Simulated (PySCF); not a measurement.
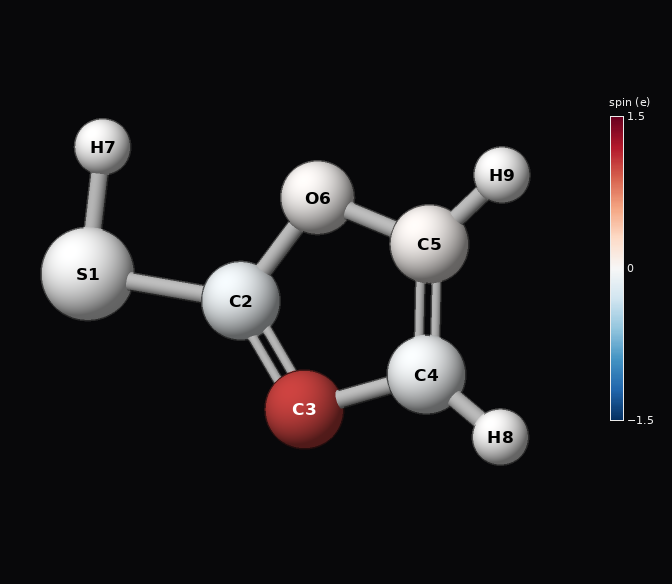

Atoms are coloured by their Mulliken spin populations. Charge 0, doublet. The geometry was computed by an optimisation with GFN2-xTB. No frequency run is at hand to confirm it as a minimum. Properties computed with UKS B3LYP, pcH-1 on C H O S, non-relativistic (PySCF 2.14.0).

### Which atom carries the largest spin population?

C3 (1.03 e).

### Which atom has the lowest spin population?

C2 (−0.07 e); a negative value comes from spin polarisation.

List the Mulliken spin populations.

```csv
atom,value (e)
S1,−0.01
C2,−0.07
C3,1.03
C4,−0.04
C5,0.05
O6,0.03
H7,0.00
H8,0.01
H9,0.00
```

Mulliken values depend strongly on the basis set.
